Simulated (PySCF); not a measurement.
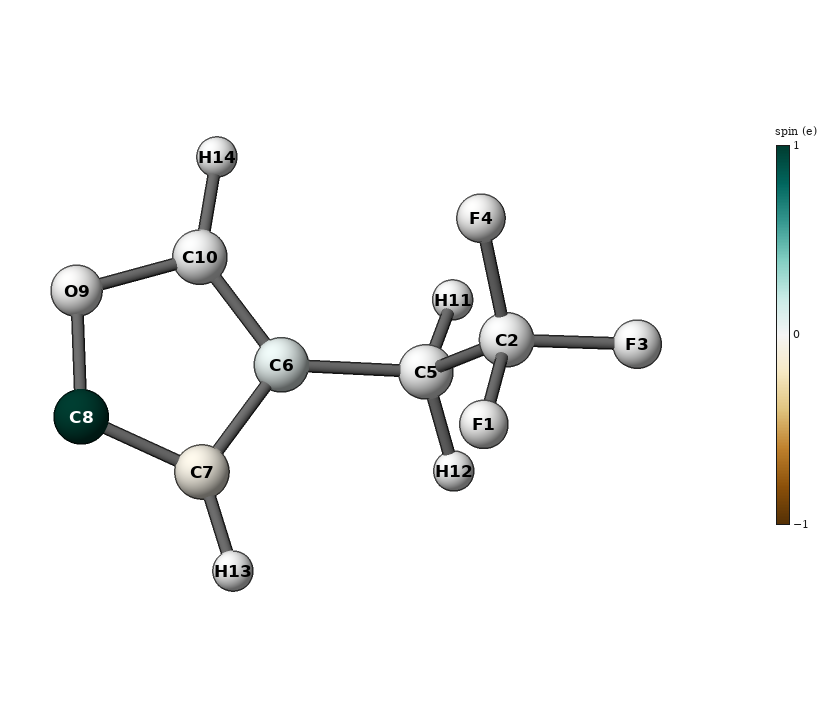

Atoms are coloured by their Mulliken spin populations. Charge 0, doublet. The computed structure is the end point of a GFN2-xTB optimisation. No frequency run is at hand to confirm it as a minimum. Properties computed with UKS B3LYP, pcH-1 on C F H O, non-relativistic (PySCF 2.14.0).

### Which atom carries the largest spin population?

C8 (0.99 e).

### Which atom has the lowest spin population?

C7 (−0.06 e); a negative value comes from spin polarisation.

Give the Mulliken spin populations atom by atom.

| atom | value (e) |
| --- | --- |
| F1 | 0.00 |
| C2 | 0.00 |
| F3 | 0.00 |
| F4 | 0.00 |
| C5 | 0.00 |
| C6 | 0.06 |
| C7 | −0.06 |
| C8 | 0.99 |
| O9 | 0.00 |
| C10 | 0.00 |
| H11 | 0.00 |
| H12 | 0.00 |
| H13 | 0.00 |
| H14 | 0.00 |

Mulliken values depend strongly on the basis set.
